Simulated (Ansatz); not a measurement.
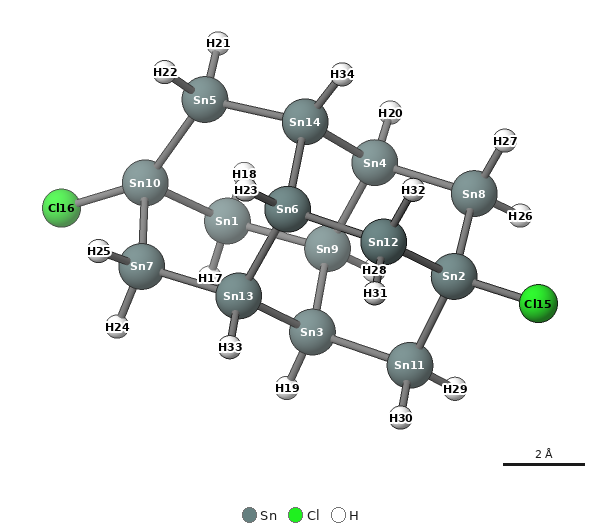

Figure 1. The input geometry (ball-and-stick view, seen at a tilt; atoms are numbered from 1 in the order of the input). Sticks mark near contacts. Bond lengths as drawn: Cl–Sn 2.42 to 2.53 Å, H–Sn 1.73 to 1.75 Å and Sn–Sn 2.80 to 2.96 Å.

**Single-point calculation of Sn$_{14}$H$_{18}$Cl$_{2}$ (charge −1)**

System: Sn$_{14}$H$_{18}$Cl$_{2}$ (Sn14H20 off sphere), charge −1, multiplicity 2.
Method: UKS PBE0-D4/def2-SVP (Ansatz 0.2.0).

The geometry comes from this level: r2SCAN-D4/def2-SVP.

### Log
```
Functional definition: PBE0
  name "PBE0"
  cite "Adamo & Barone, J. Chem. Phys. 110, 6158 (1999) doi:10.1063/1.478522"
  cite "Perdew, Burke & Ernzerhof, Phys. Rev. Lett. 77, 3865 (1996) doi:10.1103/PhysRevLett.77.3865"
  parent pbe
  parameter a = 0.25
  parameter kappa = 0.804
  parameter beta = 0.06672455060314922
  exchange = (1 - a)*pbe_x(kappa = kappa, mu = beta*pi^2/3) + a*exact_x
  correlation = pbe_c(beta = beta)
these checks for a lower state are left out or cut short: starts
3632 factors; integrals over basis functions are off by at most 3.4e-1 eV
mean field evaluation 1: about -106976.9127 eV, gradient 6.3e0 eV
mean field evaluation 2: about -106977.1216 eV, gradient 2.2e-1 eV
mean field evaluation 4: about -106977.1155 eV, gradient 2.7e-3 eV
mean field -106977.11549019 eV, -3931.3364825713 hartree, gradient 1.8e-5 eV, S^2 0.755872; 0 other end points of the search recorded, 0 dependent functions left out
reference -106977.11557003 eV, -3931.3364855053 hartree; 181, 180 occupied and 309, 310 virtual orbitals, 3632 factors
Total energy: -106979.34540143 eV, -3931.4184302980 hartree
Checks for a lower state left out: starts
```

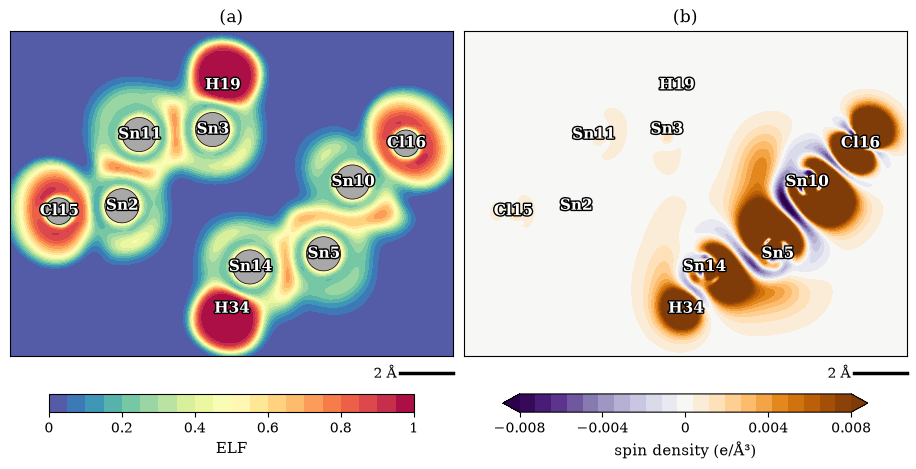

Figure 2. (a) electron localisation function; (b) spin density (α minus β) on the plane of atoms Sn2, Sn11 and Sn3. Grey discs, where drawn, cover atomic cores. Atoms in the plane: Sn, Cl and H. Sn–Cl (2.42 Å): the ELF peaks at about 0.80 in the valence shell of Cl, 0.8 Å from its nucleus, and drops to about 0.15 between the two atoms. Sn–Sn (2.80 Å): the ELF peaks at about 0.70 between the atoms, which marks localised, shared-pair bonding. Sn–H (1.73 Å): the ELF climbs to about 1 towards the hydrogen, as it does in any bond to H. Sn–Cl (2.53 Å): the ELF peaks at about 0.85 in the valence shell of Cl, 0.8 Å from its nucleus, and drops to about 0.15 between the two atoms. Sn–Sn (2.86 Å): the ELF peaks at about 0.65 between the atoms. The unpaired spin (1 electron) lies mostly on Sn10 (about 0.3), Sn5 (about 0.2), Cl16 (about 0.2) and Sn14 (about 0.1), in electrons by Hirshfeld's partition.

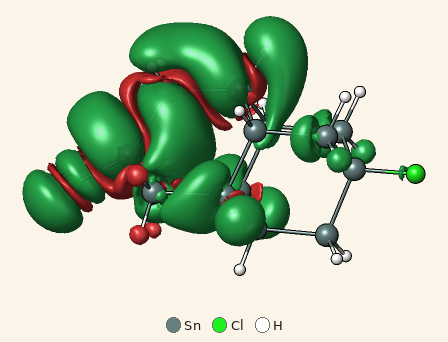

Figure 3. Isosurfaces of the spin density at +0.0008 (green) and −0.0008 e/Å³ (red), seen face on. The unpaired spin (1 electron) lies mostly on Sn10 (about 0.3), Sn5 (about 0.2), Cl16 (about 0.2) and Sn14 (about 0.1), in electrons by Hirshfeld's partition.

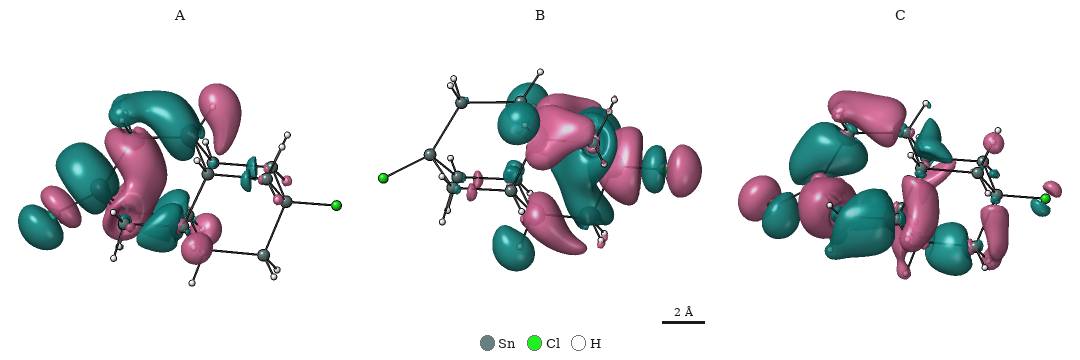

Figure 4. Three frontier orbitals at ±0.04 Å⁻³ᐟ² (teal and pink are the two phases). C is the HOMO−1 (α) (−4.17 eV). Its weight (Hirshfeld) is mainly on Sn7 (20 %), Sn10 (15 %), Cl16 (15 %), Sn5 (10 %) and Sn13 (10 %). A is the HOMO (α) (−2.17 eV). It lies mainly on Sn10 (30 %), Sn5 (20 %), Cl16 (15 %) and Sn14 (10 %). B is the LUMO (α) (0.21 eV). Its weight (Hirshfeld) is mainly on Sn2 (25 %), Cl15 (15 %), Sn11 (10 %), Sn12 (10 %) and Sn8 (10 %). The HOMO–LUMO gap is 2.38 eV between the orbital energies.

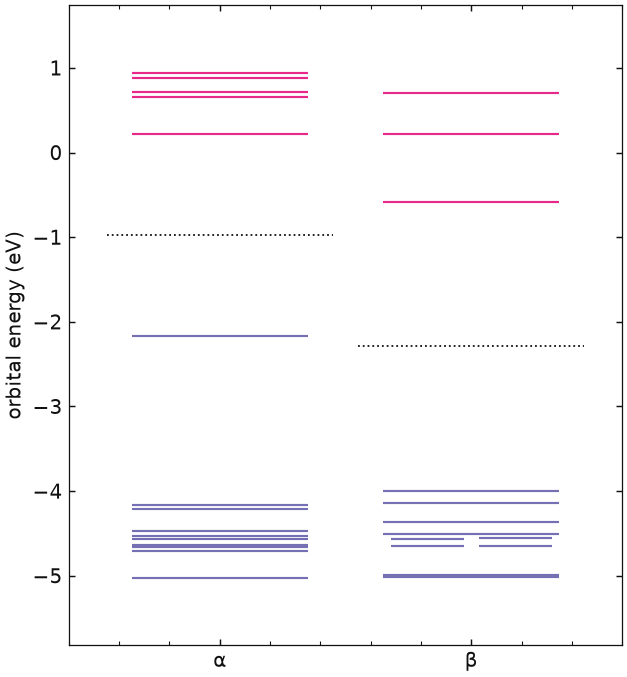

Figure 5. Orbital energies near the frontier for α and β spins; the dotted line parts filled from empty levels, and levels within 0.02 eV of each other stand side by side. α: highest filled −2.17 eV, lowest empty 0.21 eV, 2.38 eV apart; β: highest filled −4.00 eV, lowest empty −0.58 eV, 3.42 eV apart.

This output came from the following input.

### Input file
```yaml
crystal:
  periodic: [false, false, false]
  atoms:
    - {symbol: Sn, position_ang: [0.915700, -4.031901, 0.941261]}
    - {symbol: Sn, position_ang: [-2.403857, 2.413276, -2.441162]}
    - {symbol: Sn, position_ang: [0.795907, -0.792799, -2.324984]}
    - {symbol: Sn, position_ang: [-2.423807, -0.725007, 0.832508]}
    - {symbol: Sn, position_ang: [0.801179, -0.825334, 4.047549]}
    - {symbol: Sn, position_ang: [0.721897, 2.420868, 0.836449]}
    - {symbol: Sn, position_ang: [4.008299, -0.927046, 0.953221]}
    - {symbol: Sn, position_ang: [-4.074568, 0.813370, -0.853363]}
    - {symbol: Sn, position_ang: [-0.773778, -2.434100, -0.672479]}
    - {symbol: Sn, position_ang: [2.678087, -2.695702, 2.725934]}
    - {symbol: Sn, position_ang: [-0.777074, 0.785097, -4.042323]}
    - {symbol: Sn, position_ang: [-0.805579, 4.080579, -0.849076]}
    - {symbol: Sn, position_ang: [2.434043, 0.773232, -0.665857]}
    - {symbol: Sn, position_ang: [-0.917000, 0.911777, 2.556879]}
    - {symbol: Cl, position_ang: [-3.780527, 3.785885, -3.887401]}
    - {symbol: Cl, position_ang: [4.529493, -4.396541, 2.973033]}
    - {symbol: H, position_ang: [1.712535, -5.075807, -0.188232]}
    - {symbol: H, position_ang: [-0.184019, -5.079364, 1.779652]}
    - {symbol: H, position_ang: [1.779718, -1.783521, -3.352544]}
    - {symbol: H, position_ang: [-3.515492, -1.708406, 1.755281]}
    - {symbol: H, position_ang: [-0.268974, -1.668081, 5.135850]}
    - {symbol: H, position_ang: [1.655909, 0.234803, 5.135810]}
    - {symbol: H, position_ang: [1.704926, 3.505016, 1.768396]}
    - {symbol: H, position_ang: [5.046793, -1.733705, -0.172759]}
    - {symbol: H, position_ang: [5.061019, 0.158130, 1.802425]}
    - {symbol: H, position_ang: [-5.095015, -0.133154, -1.876848]}
    - {symbol: H, position_ang: [-5.132014, 1.831418, 0.057776]}
    - {symbol: H, position_ang: [-1.808066, -3.390997, -1.693610]}
    - {symbol: H, position_ang: [-1.761063, -0.176060, -5.086560]}
    - {symbol: H, position_ang: [0.194590, 1.768247, -5.077789]}
    - {symbol: H, position_ang: [0.152748, 5.093909, -1.868543]}
    - {symbol: H, position_ang: [-1.820679, 5.144982, 0.056915]}
    - {symbol: H, position_ang: [3.395003, 1.806264, -1.682835]}
    - {symbol: H, position_ang: [-2.043836, 2.039171, 3.278925]}
basis:
  gaussian: {orbitals: def2-SVP, fitting: {mean_field: def2-universal-jkfit}, initial_orbitals: start.molden}
total_charge: -1
magnetization: {spin_polarized: true, initial_magnetization: 1}
hamiltonian: {xc: pbe0, dispersion: d4}
scf: {omitted_lower_state_checks: [starts]}
output: {orbitals: {seedname: orbitals}}
```

Command:
```bash
ansatz run in.yaml --threads 2 --pin off --events-out ev --progress --plain --max-ram 32768MiB --backend cuda --devices 0, --max-vram 18GiB
```

### Summary

| quantity | value |
| --- | --- |
| outcome | converged |
| total energy | −106979.3454 eV |
| mean-field energy | −106977.1156 eV |
| dispersion energy | −2.2298 eV |
| ⟨S²⟩ | 0.756 |
| SCF solution under orbital rotations | stable |
| HOMO (either spin) | −2.17 eV |
| LUMO (either spin) | −0.58 eV |
| hardware | 2 CPU threads, shared host |
| wall time | 12 s (CPU time 14 s) |
| peak memory | 1.2 GiB |
